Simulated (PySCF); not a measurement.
**C2H3F2N (SMILES F/C=N\CF) at 5 levels**

We compute a comparison of 5 runs (HF/STO-3G, HF/def2-SVP, B3LYP/6-31G*, TPSS/aug-cc-pVDZ, MP2/def2-SVP) of C2H3F2N. The job is set up through a Python script.

The results are computed with PySCF 2.14.0.

## 1. The molecule

C2H3F2N: 8 atoms, total charge 0, spin state singlet. SMILES: `F/C=N\CF`. The coordinates come from a PBE0-D4/def2-TZVP relaxation. This is one conformer, not always the lowest.

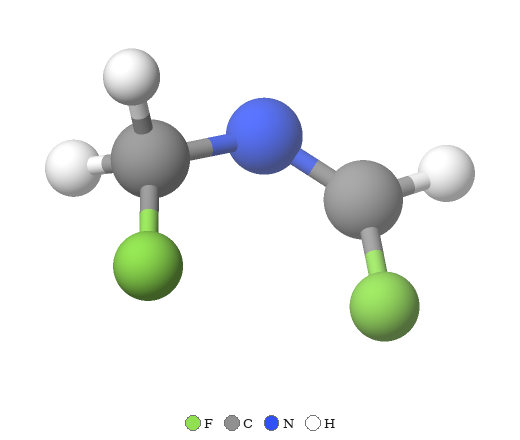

Viewed from a chosen angle; fluorine green, carbon grey, nitrogen blue, hydrogen white.

## 2. Energy and forces at HF/STO-3G (run 1)

Input file job.py:

```python
from pyscf import gto

mol = gto.M(
    atom='''
F       -1.098000       1.596800      -0.144400
C       -0.739500       0.729600       0.805700
N        0.001900      -0.254300       0.669300
C        0.648200      -0.708100      -0.497600
F        0.433400       0.032200      -1.641000
H       -1.190600       0.993000       1.758900
H        0.310400      -1.729700      -0.698300
H        1.726200      -0.716500      -0.308200
''',
    basis='sto-3g',
    max_memory=1860,
    verbose=4,
    spin=0,
)

mf = mol.RHF()
mf.conv_tol = 1e-10
mf.kernel()
if not mf.converged:
    mf = mf.newton().run(mf.mo_coeff, mf.mo_occ)

e_tot = mf.e_tot
print('E = %.10f Eh' % e_tot)
grad = mf.nuc_grad_method().kernel()
mf.analyze()
```

Launch:

```sh
$ OMP_NUM_THREADS=1 python job.py
```

Log:

```text
PySCF version 2.14.0

[... 83 lines left out ...]
DFT Exchange-Correlation Energy =      -38.555196660289369
[... 8 lines left out ...]
MO #7   energy= -1.5000367287452   occ= 2
[... 6 lines left out ...]
MO #14  energy= -0.56927080963437  occ= 2
[... 6 lines left out ...]
MO #21  energy= 0.292653498938829  occ= 0
[... 6 lines left out ...]
MO #28  energy= 1.04953242399713   occ= 0
[... 39 lines left out ...]
Dipole moment(X, Y, Z, Debye):  0.06142, -0.27733,  0.49848
```

Run time: 1.6 s. Hardware: 1 thread of Intel Xeon at 2.70GHz, shared host; peak memory 0.12 GiB.

## 3. Energy and gradient at HF/def2-SVP (run 2)

Input file input.py:

```python
from pyscf import gto

mol = gto.M(
    atom='''
F   -1.098000   1.596800  -0.144400
C   -0.739500   0.729600   0.805700
N    0.001900  -0.254300   0.669300
C    0.648200  -0.708100  -0.497600
F    0.433400   0.032200  -1.641000
H   -1.190600   0.993000   1.758900
H    0.310400  -1.729700  -0.698300
H    1.726200  -0.716500  -0.308200
''',
    verbose=4,
    charge=0,
    max_memory=1860,
    basis='def2-svp',
    spin=0,
)

mf = mol.RHF()
mf.conv_tol = 1e-10
mf.kernel()
if not mf.converged:
    mf = mf.newton().run(mf.mo_coeff, mf.mo_occ)

e_tot = mf.e_tot
print('E(%s) = %.9f' % ('HF', e_tot))
grad = mf.nuc_grad_method().kernel()
dip = mf.dip_moment()
pop, q = mf.mulliken_pop()
```

Launch:

```sh
$ OMP_NUM_THREADS=1 python input.py
```

Log:

```text
PySCF version 2.14.0

[... 66 lines left out ...]
converged SCF energy = -330.517948416773
[... 12 lines left out ...]
Dipole moment(X, Y, Z, Debye):  0.14744, -0.87209,  1.73100
[... 94 lines left out ...]
charge of    7H =      0.04524
```

Wall time 5.7 s (1 thread of Intel Xeon at 2.70GHz, shared host); peak memory 0.17 GiB.

Runs 3 to 4 aren't shown in full; the table further down has their settings and results.

## 4. Energy and gradient at MP2/def2-SVP (run 5)

Input file run.py:

```python
from pyscf import gto, mp

molecule = gto.M(
    atom='''
F   -1.098000   1.596800  -0.144400
C   -0.739500   0.729600   0.805700
N    0.001900  -0.254300   0.669300
C    0.648200  -0.708100  -0.497600
F    0.433400   0.032200  -1.641000
H   -1.190600   0.993000   1.758900
H    0.310400  -1.729700  -0.698300
H    1.726200  -0.716500  -0.308200
''',
    spin=0,
    basis='def2-svp',
    verbose=3,
    charge=0,
    max_memory=1860,
)

myscf = molecule.RHF()
myscf.conv_tol = 1e-10
myscf.kernel()
if not myscf.converged:
    myscf = myscf.newton().run(myscf.mo_coeff, myscf.mo_occ)

pt = mp.MP2(myscf, frozen=5).run()
e_tot = pt.e_tot
print('Final energy', e_tot)
grad = pt.nuc_grad_method().kernel()
dip = myscf.dip_moment()
pop, q = myscf.mulliken_pop()
```

Launch:

```sh
$ OMP_NUM_THREADS=1 python run.py
```

Log:

```text
converged SCF energy = -330.517948416773
[... 2 lines left out ...]
Final energy -331.3089071665189
[... 8 lines left out ...]
Dipole moment(X, Y, Z, Debye):  0.14744, -0.87209,  1.73100
[... 94 lines left out ...]
charge of    7H =      0.04524
```

Wall time 11 s (1 thread of Intel Xeon at 2.70GHz, shared host); peak memory 0.44 GiB.

## 5. Overview of the runs

```csv
run,level,integration grid,frozen core orbitals,energy (Eh),dipole moment (D) of the reference,HOMO energy (eV),LUMO energy (eV),wall time
1,HF/STO-3G,–,–,-326.315671,0.57,-9.57,7.96,1.6 s
2,HF/def2-SVP,–,–,-330.517948,1.94,-12.11,4.22,5.7 s
3,B3LYP/6-31G* (spherical functions),5,–,-332.411431,1.32,-8.09,0.00,26 s
4,TPSS/aug-cc-pVDZ,5,–,-332.510977,1.50,-7.33,-1.24,1.8 min
5,MP2/def2-SVP,–,5,-331.308907,1.94,-12.11,4.22,11 s
```

## 6. What came out

```
                                          quantity          value
                               run 5: total energy  -331.30891 Eh
       run 5: dipole moment (Hartree–Fock density)         1.94 D
        run 5: HOMO energy (Hartree–Fock orbitals)      -12.11 eV
        run 5: LUMO energy (Hartree–Fock orbitals)        4.22 eV
      run 5: HOMO–LUMO gap (Hartree–Fock orbitals)       16.33 eV
run 5: correlation energy (5 core orbitals frozen)     -791.0 mEh
                   run 5: largest force on an atom     0.997 eV/Å
```

Over runs 1, 2, 3, 4 the dipole moment (its size) runs from 0.57 D (HF/STO-3G) to 1.94 D (HF/def2-SVP). Over runs 1, 2, 3, 4 the HOMO–LUMO gap runs from 6.08 eV (TPSS/aug-cc-pVDZ) to 17.54 eV (HF/STO-3G). The two ends differ in method and basis. Totals of different functionals can't be ranked against each other. In run 1 the basis is minimal, so the values are rough. All runs together took 2.5 min, the longest 1.8 min.
